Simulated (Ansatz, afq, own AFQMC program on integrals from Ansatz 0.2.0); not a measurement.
# Si₂N (quartet): AFQMC on the coupled-cluster ladder at angle Si1–N2–Si3 = 69.8°, cc-pVDZ

Aim: compute Si₂N (quartet) with auxiliary-field quantum Monte Carlo on the same integrals as coupled cluster, and set the energies side by side.

Program: Ansatz 0.2.0, Gaussian basis, and an in-house AFQMC program (afq) on its integrals; all values are calculated. Level of theory: cc-pVDZ, frozen cores. These are calculated values, not measurements.

Plan: PBE (unrestricted); r2SCAN (unrestricted); PBE0 (unrestricted); B3LYP (unrestricted); wB97M-V (unrestricted); B2PLYP (unrestricted); CCSD(T) on UHF; CCSDT(Q) on UHF; Phaseless AFQMC, CISD trial on UHF.

2 further runs of the same task are left out: 2 that didn't finish. Runs told in other sessions of the task aren't counted.

### 1 What is computed

The geometry derives from a PBE0/def2-TZVP stationary point (not a proven minimum). One angle is set to the value named; bond lengths are kept.

3 atoms, charge 0, spin multiplicity 4.

Atoms are counted from 1 here; the program's logs count them from 0.

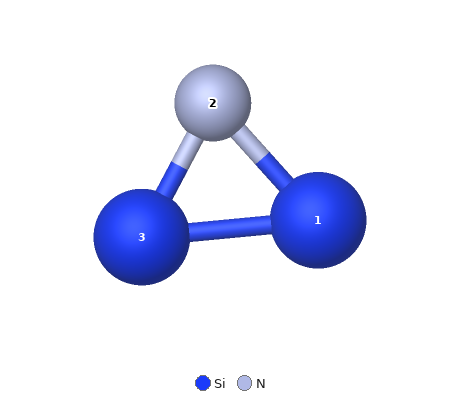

The structure; silicon blue, nitrogen light blue; atoms are numbered from 1 in the order of the file.

### 2 PBE (unrestricted)

in.yaml

```yaml
crystal:
  periodic: [false, false, false]
  atoms:
    - {symbol: Si, position_ang: [0.292885, 0.000000, 0.935760]}
    - {symbol: N, position_ang: [-1.069469, 0.000000, -0.014632]}
    - {symbol: Si, position_ang: [0.240477, 0.000000, -0.928463]}
basis:
  gaussian: {orbitals: cc-pVDZ}
magnetization: {spin_polarized: true, initial_magnetization: 3}
hamiltonian: {xc: {name: PBE}}
output: {orbitals: {seedname: orbitals}}
```

Started as:

```bash
ansatz run in.yaml --threads 1 --pin off --events-out ev --progress --plain --max-ram 1382MiB
```

Output:

```text
Functional definition: PBE
  name "PBE"
  cite "Perdew, Burke & Ernzerhof, Phys. Rev. Lett. 77, 3865 (1996) doi:10.1103/PhysRevLett.77.3865"
  parent pbe
  parameter kappa = 0.804
  parameter beta = 0.06672455060314922
  exchange = pbe_x(kappa = kappa, mu = beta*pi^2/3)
  correlation = pbe_c(beta = beta)
506 factors; integrals over basis functions are off by at most 4.9e-4 eV
mean field evaluation 1: about -17214.3056 eV, gradient 5.5e1 eV
mean field evaluation 2: about -17072.7584 eV, gradient 1.2e2 eV
mean field evaluation 4: about -17226.3544 eV, gradient 1.7e1 eV
mean field evaluation 8: about -17228.5098 eV, gradient 2.0e-1 eV
mean field evaluation 16: about -17228.5091 eV, gradient 1.9e-3 eV
mean field evaluation 32: about -17228.5091 eV, gradient 2.9e-3 eV
mean field evaluation 64: about -17228.0595 eV, gradient 2.4e0 eV
mean field -17228.50911014 eV, -633.1360318946 hartree, gradient 1.8e-5 eV, S^2 3.755239; 5 other end points of the search recorded, 0 dependent functions left out
reference -17228.50913880 eV, -633.1360329478 hartree; 19, 16 occupied and 31, 34 virtual orbitals, 506 factors
Total energy: -17228.50913880 eV, -633.1360329478 hartree
```

Wall time 3 s (1 thread of Intel Xeon Platinum 8488C (Sapphire Rapids), shared host).

From the report: ⟨S²⟩ of the determinant 3.755 (pure quartet: 3.75).

### 3 r2SCAN (unrestricted)

Changes to in.yaml since step 2:

```diff
@@ -9,3 +9,2 @@
 magnetization: {spin_polarized: true, initial_magnetization: 3}
-hamiltonian: {xc: {name: PBE}}
-output: {orbitals: {seedname: orbitals}}
+hamiltonian: {xc: {name: r2SCAN}}
```

Same command.

Output, cut to the lines that bear on the results:

```text
Functional definition: r2SCAN
  name "r2SCAN"
  cite "Furness, Kaplan, Ning, Perdew & Sun, J. Phys. Chem. Lett. 11, 8208 (2020) doi:10.1021/acs.jpclett.0c02405"
  cite "Furness, Kaplan, Ning, Perdew & Sun, J. Phys. Chem. Lett. 11, 9248 (2020) doi:10.1021/acs.jpclett.0c03077"
  parent r2scan
[...]
506 factors; integrals over basis functions are off by at most 4.9e-4 eV
[...]
mean field -17235.94655302 eV, -633.4093528792 hartree, gradient 1.1e-5 eV, S^2 3.764229; 4 other end points of the search recorded, 0 dependent functions left out
reference -17235.94656205 eV, -633.4093532113 hartree; 19, 16 occupied and 31, 34 virtual orbitals, 506 factors
Total energy: -17235.94656205 eV, -633.4093532113 hartree
```

Run time: 6.5 s. Hardware: 1 thread of Intel Xeon Platinum 8488C (Sapphire Rapids), shared host.

From the report: ⟨S²⟩ of the determinant 3.764 (pure quartet: 3.75).

### 4 PBE0 (unrestricted)

Changes to in.yaml since step 3:

```diff
@@ -9,2 +9,3 @@
 magnetization: {spin_polarized: true, initial_magnetization: 3}
-hamiltonian: {xc: {name: r2SCAN}}
+hamiltonian: {xc: {name: PBE0}}
+output: {orbitals: {seedname: orbitals}}
```

Launched as before.

Output, cut to the lines that bear on the results:

```text
Functional definition: PBE0
  name "PBE0"
  cite "Adamo & Barone, J. Chem. Phys. 110, 6158 (1999) doi:10.1063/1.478522"
  cite "Perdew, Burke & Ernzerhof, Phys. Rev. Lett. 77, 3865 (1996) doi:10.1103/PhysRevLett.77.3865"
  parent pbe
[...]
506 factors; integrals over basis functions are off by at most 4.9e-4 eV
[...]
mean field -17229.75920475 eV, -633.1819720242 hartree, gradient 4.4e-6 eV, S^2 3.762995; 2 other end points of the search recorded, 0 dependent functions left out
reference -17229.75922613 eV, -633.1819728100 hartree; 19, 16 occupied and 31, 34 virtual orbitals, 506 factors
Total energy: -17229.75922613 eV, -633.1819728100 hartree
```

It took 2 s on 1 thread of Intel Xeon Platinum 8488C (Sapphire Rapids), shared host.

From the report: ⟨S²⟩ of the determinant 3.763 (pure quartet: 3.75).

### 5 B3LYP (unrestricted)

Changes to in.yaml since step 4:

```diff
@@ -9,3 +9,2 @@
 magnetization: {spin_polarized: true, initial_magnetization: 3}
-hamiltonian: {xc: {name: PBE0}}
-output: {orbitals: {seedname: orbitals}}
+hamiltonian: {xc: {name: B3LYP}}
```

Same command.

Output, cut to the lines that bear on the results:

```text
Functional definition: B3LYP
  name "B3LYP"
  cite "Stephens, Devlin, Chabalowski & Frisch, J. Phys. Chem. 98, 11623 (1994) doi:10.1021/j100096a001"
  cite "Becke, Phys. Rev. A 38, 3098 (1988) doi:10.1103/PhysRevA.38.3098"
  cite "Lee, Yang & Parr, Phys. Rev. B 37, 785 (1988) doi:10.1103/PhysRevB.37.785"
  cite "Vosko, Wilk & Nusair, Can. J. Phys. 58, 1200 (1980) doi:10.1139/p80-159"
[...]
506 factors; integrals over basis functions are off by at most 4.9e-4 eV
[...]
mean field -17238.81049684 eV, -633.5146008734 hartree, gradient 2.5e-5 eV, S^2 3.759999; 2 other end points of the search recorded, 0 dependent functions left out
reference -17238.81068384 eV, -633.5146077457 hartree; 19, 16 occupied and 31, 34 virtual orbitals, 506 factors
Total energy: -17238.81068384 eV, -633.5146077457 hartree
```

It took 1.7 s on 1 thread of Intel Xeon Platinum 8488C (Sapphire Rapids), shared host.

From the report: ⟨S²⟩ of the determinant 3.760 (pure quartet: 3.75).

### 6 wB97M-V (unrestricted)

Changes to in.yaml since step 5:

```diff
@@ -9,2 +9,3 @@
 magnetization: {spin_polarized: true, initial_magnetization: 3}
-hamiltonian: {xc: {name: B3LYP}}
+hamiltonian: {xc: {name: wB97M-V}}
+output: {orbitals: {seedname: orbitals}}
```

The command is unchanged.

Output, cut to the lines that bear on the results:

```text
Functional definition: wB97M-V
  name "wB97M-V"
  cite "Mardirossian & Head-Gordon, J. Chem. Phys. 144, 214110 (2016) doi:10.1063/1.4952647"
  cite "Becke, J. Chem. Phys. 107, 8554 (1997) doi:10.1063/1.475007"
  cite "Vydrov & Van Voorhis, J. Chem. Phys. 133, 244103 (2010) doi:10.1063/1.3521275"
  # Of w^i u^j: cxij and so on, Table III.
[...]
  gx(w, u) = 1 - cx + cx01*u + cx10*w
  gss(w, u) = css00 + css04*u^4 + css10*w + css20*w^2 + css43*w^4*u^3
  gos(w, u) = cos00 + cos10*w + (cos20 + cos21*u)*w^2 + (cos60 + cos61*u)*w^6
[...]
      + integral(e_c_pw_mod_opposite_spin*gos(b97_w_opposite, b97_u_opposite)) + vv10(b, c)
506 factors; integrals over basis functions are off by at most 4.9e-4 eV
156 factors; integrals over basis functions are off by at most 8.7e-6 eV
[...]
mean field -17236.62063979 eV, -633.4341251112 hartree, gradient 1.1e-5 eV, S^2 3.760259; 2 other end points of the search recorded, 0 dependent functions left out
reference -17236.62066856 eV, -633.4341261685 hartree; 19, 16 occupied and 31, 34 virtual orbitals, 506 factors
Total energy: -17236.62066856 eV, -633.4341261685 hartree
```

It took 8 s on 1 thread of Intel Xeon Platinum 8488C (Sapphire Rapids), shared host.

From the report: ⟨S²⟩ of the determinant 3.760 (pure quartet: 3.75).

### 7 B2PLYP (unrestricted)

Changes to in.yaml since step 6:

```diff
@@ -9,3 +9,3 @@
 magnetization: {spin_polarized: true, initial_magnetization: 3}
-hamiltonian: {xc: {name: wB97M-V}}
-output: {orbitals: {seedname: orbitals}}
+hamiltonian: {xc: {name: B2PLYP}}
+correlation: {electrons: outside_noble_gas}
```

Same command.

Output, cut to the lines that bear on the results:

```text
Functional definition: B2PLYP
  name "B2PLYP"
  cite "Grimme, J. Chem. Phys. 124, 034108 (2006) doi:10.1063/1.2148954"
  cite "Becke, Phys. Rev. A 38, 3098 (1988) doi:10.1103/PhysRevA.38.3098"
  cite "Lee, Yang & Parr, Phys. Rev. B 37, 785 (1988) doi:10.1103/PhysRevB.37.785"
[...]
506 factors; integrals over basis functions are off by at most 4.9e-4 eV
[...]
mean field -17226.91064803 eV, -633.0772894958 hartree, gradient 5.1e-6 eV, S^2 3.780464; 4 other end points of the search recorded, 0 dependent functions left out
11 core orbitals not correlated: weight in the atoms' cores, before any rotation towards them, 1.000 or more for the frozen orbitals, at most 0.000 for the correlated occupied ones
reference -17226.91076555 eV, -633.0772938143 hartree; 8, 5 occupied and 31, 34 virtual orbitals, 506 factors
second order -10.49312883 eV of doubles, -0.00000000 eV of singles
Total energy: -17229.74391033 eV, -633.1814099648 hartree
```

It took 4.3 s on 1 thread of Intel Xeon Platinum 8488C (Sapphire Rapids), shared host.

From the report: ⟨S²⟩ of the determinant 3.780 (pure quartet: 3.75).

### 8 CCSD(T) on UHF

Changes to in.yaml since step 7:

```diff
@@ -9,3 +9,2 @@
 magnetization: {spin_polarized: true, initial_magnetization: 3}
-hamiltonian: {xc: {name: B2PLYP}}
-correlation: {electrons: outside_noble_gas}
+correlation: {method: ccsd_t, electrons: outside_noble_gas, hamiltonian_folder: ham}
```

Launched as before.

Output, cut to the lines that bear on the results:

```text
Functional definition: HF
  name "HF"
  cite "Fock, Z. Phys. 61, 126 (1930) doi:10.1007/BF01340294"
  parent pbe
[...]
506 factors; integrals over basis functions are off by at most 4.9e-4 eV
[...]
mean field -17199.62526931 eV, -632.0745703225 hartree, gradient 7.6e-6 eV, S^2 3.862370; 17 other end points of the search recorded, 0 dependent functions left out
determinant -17199.62526931 eV, -632.0745703225 hartree, with singles and doubles -17208.04988616 eV, -632.3841692811 hartree
determinant -17199.46916723 eV, -632.0688336769 hartree, with singles and doubles -17207.97696813 eV, -632.3814895929 hartree
determinant -17199.41768365 eV, -632.0669416900 hartree, with singles and doubles -17208.05473163 eV, -632.3843473490 hartree
determinant -17198.44880354 eV, -632.0313360028 hartree, with singles and doubles -17206.84841722 eV, -632.3400161122 hartree
[...]
determinant -17196.35213710 eV, -631.9542849324 hartree, with singles and doubles -17204.34091268 eV, -632.2478670198 hartree
determinant -17199.62526931 eV, -632.0745703225 hartree, with singles and doubles -17208.07105870 eV, -632.3849473578 hartree
determinant -17199.46916723 eV, -632.0688336769 hartree, with singles and doubles -17208.01641260 eV, -632.3829391504 hartree
determinant -17199.41768365 eV, -632.0669416900 hartree, with singles and doubles -17208.06624955 eV, -632.3847706247 hartree
11 core orbitals not correlated: weight in the atoms' cores, before any rotation towards them, 1.000 or more for the frozen orbitals, at most 0.000 for the correlated occupied ones
reference -17199.62526931 eV, -632.0745703225 hartree; 8, 5 occupied and 31, 34 virtual orbitals, 506 factors
second order -7.72411908 eV of doubles, -0.00000000 eV of singles
cycle   1  -8.44579122 eV  change   -1.8e-6 eV  update   2.7e-6
perturbative correction -0.45595814 eV, -0.0167561526 hartree
Total energy: -17208.52701868 eV, -632.4017035779 hartree
```

Wall time 11 s (1 thread of Intel Xeon Platinum 8488C (Sapphire Rapids), shared host).

From the report: ⟨S²⟩ of the determinant 3.862 (pure quartet: 3.75); correlation -8.9017 eV; T1 0.054; largest double amplitude 0.07.

This run also writes the integrals to the folder ham.

### 9 CCSDT(Q) on UHF

Changes to in.yaml since step 8:

```diff
@@ -9,2 +9,2 @@
 magnetization: {spin_polarized: true, initial_magnetization: 3}
-correlation: {method: ccsd_t, electrons: outside_noble_gas, hamiltonian_folder: ham}
+correlation: {method: ccsdt_q, electrons: outside_noble_gas}
```

Launched as before.

Output, cut to the lines that bear on the results:

```text
Functional definition: HF
  name "HF"
  cite "Fock, Z. Phys. 61, 126 (1930) doi:10.1007/BF01340294"
  parent pbe
[...]
968 factors; integrals over basis functions are off by at most 1.5e-7 eV
[...]
mean field -17199.62545615 eV, -632.0745771887 hartree, gradient 7.8e-6 eV, S^2 3.862370; 17 other end points of the search recorded, 0 dependent functions left out
determinant -17199.62545615 eV, -632.0745771887 hartree, with singles and doubles -17208.05007203 eV, -632.3841761118 hartree
determinant -17199.46935484 eV, -632.0688405715 hartree, with singles and doubles -17207.97715629 eV, -632.3814965080 hartree
determinant -17199.41787447 eV, -632.0669487027 hartree, with singles and doubles -17208.05491958 eV, -632.3843542562 hartree
determinant -17198.44898328 eV, -632.0313426081 hartree, with singles and doubles -17206.84860587 eV, -632.3400230450 hartree
[...]
determinant -17199.62545615 eV, -632.0745771887 hartree, with singles and doubles -17208.07124384 eV, -632.3849541614 hartree
determinant -17199.46935484 eV, -632.0688405715 hartree, with singles and doubles -17208.01660063 eV, -632.3829460604 hartree
determinant -17199.41787447 eV, -632.0669487027 hartree, with singles and doubles -17208.06643626 eV, -632.3847774861 hartree
11 core orbitals not correlated: weight in the atoms' cores, before any rotation towards them, 1.000 or more for the frozen orbitals, at most 0.000 for the correlated occupied ones
reference -17199.62545615 eV, -632.0745771887 hartree; 8, 5 occupied and 31, 34 virtual orbitals, 968 factors
second order -7.72412193 eV of doubles, -0.00000000 eV of singles
cycle   1  -7.85971641 eV  change   -1.4e-1 eV  update   1.3e-1
[...]
cycle  30  -8.97903480 eV  change    6.2e-7 eV  update   4.6e-7
perturbative correction -0.06888922 eV, -0.0025316321 hartree
Total energy: -17208.67338017 eV, -632.4070822636 hartree
```

It took 47 s on 1 thread of Intel Xeon Platinum 8488C (Sapphire Rapids), shared host; peak memory 0.5 GiB.

From the report: ⟨S²⟩ of the determinant 3.862 (pure quartet: 3.75); correlation -9.0479 eV; T1 0.078; largest double amplitude 0.18.

### 10 Phaseless AFQMC, CISD trial on UHF

It reads the integrals that the CCSD(T) run on this determinant wrote.

Started as:

```bash
afq ham --method phaseless --trial cisd --walkers 60 --populations 1 --least-time 40 --time-step 0.005 --steps-per-block 50 --equilibration-blocks 28 --max-blocks 300 --target-error 0.00043 --factor-cut 1e-05 --start spin_pure --seed 8956 --release-times 0.24,0.51,0.99,1.62,2.4 --release-step 0.03 --release-every 4 --taylor-order 6
```

Output:

```text
orbitals 39  electrons 8 5  factors 312 of 506
reference energy -632.07457032 Eh
CCSD correlation -0.31037680 Eh in 19 cycles, weight of the determinant in the CISD state 0.7845
energy of the start -632.377011 Eh
 block  time / (1/Eh)  mean weight  energy / Eh
     1     0.250  1.0001  -632.376126
     2     0.500  1.0020  -632.380874
     3     0.750  1.0031  -632.387892
     4     1.000  1.0000  -632.389119
     5     1.250  1.0007  -632.390734
     6     1.500  1.0006  -632.399469
     7     1.750  1.0023  -632.392279
     8     2.000  1.0012  -632.390188
     9     2.250  1.0014  -632.388749
    10     2.500  1.0022  -632.401411
    17     4.250  0.9994  -632.389155
    25     6.250  1.0021  -632.407853
    33     8.250  1.0018  -632.421704
    41    10.250  0.9985  -632.393800
    49    12.250  1.0005  -632.412025
    57    14.250  0.9990  -632.393276
    65    16.250  0.9994  -632.401436
    73    18.250  0.9970  -632.407153
    81    20.250  1.0010  -632.404971
    89    22.250  1.0003  -632.387540
    97    24.250  0.9993  -632.400836
   105    26.250  0.9978  -632.404534
   113    28.250  0.9965  -632.391004
   121    30.250  1.0020  -632.398188
   129    32.250  0.9991  -632.390218
   137    34.250  1.0009  -632.390580
   145    36.250  0.9998  -632.412815
   153    38.250  1.0004  -632.393270
   161    40.250  0.9980  -632.392911
   169    42.250  0.9977  -632.406591
   177    44.250  1.0002  -632.402436
   185    46.250  1.0007  -632.418089
   193    48.250  0.9984  -632.393329
   201    50.250  1.0032  -632.428480
   209    52.250  1.0010  -632.399518
   217    54.250  1.0030  -632.399706
   225    56.250  1.0001  -632.413979
   233    58.250  1.0003  -632.405306
   241    60.250  0.9999  -632.407144
   249    62.250  0.9990  -632.412440
   257    64.250  0.9989  -632.411391
   265    66.250  0.9982  -632.412784
   273    68.250  1.0000  -632.392808
   281    70.250  1.0019  -632.392869
   289    72.250  1.0021  -632.389073
   297    74.250  0.9989  -632.403296
   305    76.250  1.0001  -632.413573
   313    78.250  0.9987  -632.389247
   321    80.250  1.0003  -632.399573
blocks merged  error / Eh  count
     1  0.000621  300
     2  0.000753  150
     4  0.000917  75
     8  0.000977  37
    16  0.001165  18
    32  0.001254  9
released: time / (1/Eh)  energy / Eh  error  mean overlap
  0.24  -632.404094  0.001472  0.9923
  0.51  -632.405910  0.001420  0.9828
  0.99  -632.406676  0.001529  0.9813
  1.62  -632.403504  0.001510  1.0018
  2.40  -632.403978  0.001881  0.9818
energy -632.403374 +/- 0.001165 Eh
```

It took 8.9 min on 1 thread of Intel Xeon Platinum 8488C (Sapphire Rapids), shared host.

Energy -17208.5725 ± 0.0317 eV. Caveats: constraint bias not in the error; error above the target.

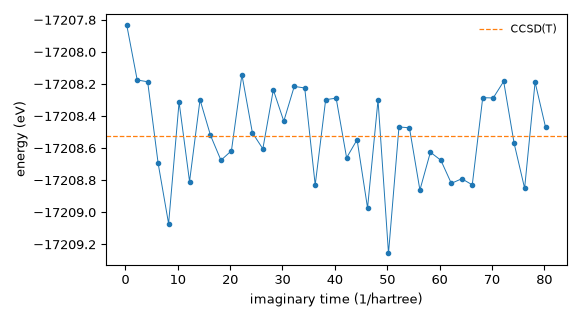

Block energies along the walk.

### 11 All levels side by side

On the UHF determinant, counted from CCSDT(Q) (a yardstick, not exact):

```tsv
level	energy (eV)	from CCSDT(Q) (meV)	statistical error (meV)	time
HF	-17199.6253	+9048.1		
MP2	-17207.3494	+1324.0		
CCSD	-17208.0711	+602.3		
CCSD(T)	-17208.5270	+146.4		
CCSDT(Q)	-17208.6734	0.0		
Phaseless AFQMC, CISD trial, step 0.005, 60 walkers	-17208.5725	+100.9	31.7	8.9 min
```

The functionals' totals stand on their own zeros and serve differences with other points: PBE -17228.509 eV; r2SCAN -17235.947 eV; PBE0 -17229.759 eV; B3LYP -17238.811 eV; wB97M-V -17236.621 eV; B2PLYP -17229.744 eV.

### 12 Results

| quantity | value |
| --- | --- |
| CCSD(T) on UHF from CCSDT(Q) | +146.4 meV |
| Phaseless AFQMC, CISD trial on UHF from CCSDT(Q) | +100.9 ± 31.7 meV |

In words: On UHF the phaseless walk with the CISD trial lies +100.9 meV from CCSDT(Q), 3 times its error bar. Error bars are statistical and leave out the constraint, the time step and what remains of the start.
